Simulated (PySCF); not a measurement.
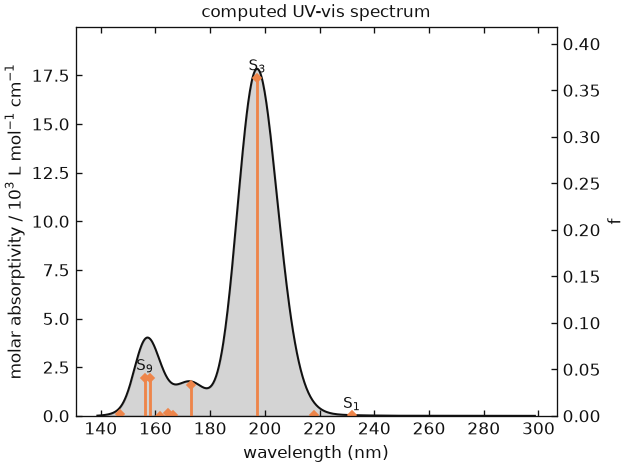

Vertical TDDFT excitations, ωB97X-D/def2-SVPD in PySCF 2.14.0, at a PBE0-D3(BJ)/def2-SVP geometry (no frequency check), gas phase. Only the first 10 singlet excitations are included; each is broadened by a Gaussian of 1/e half-width 0.33 eV. Sticks give oscillator strengths (right axis).

Question: Which molecule gives this spectrum?
A. C₆H₁₁B, SMILES B/C(=C/C)C(=C)C
B. C₆H₁₁B, SMILES CC=C=CB(C)C
C. C₆H₁₁B, SMILES C=CB1CCCC1
D. C₃H₇AsO₂, SMILES COC(=O)C[AsH2]

Answer: Option C. Its lowest singlet lies at 5.35 eV (f = 0.000) and the brightest of those computed is S3 at 6.29 eV (197 nm), f = 0.363, mainly HOMO → LUMO (53 %).

Known limits of this run: one conformer of a flexible molecule; core orbitals are frozen in the response.
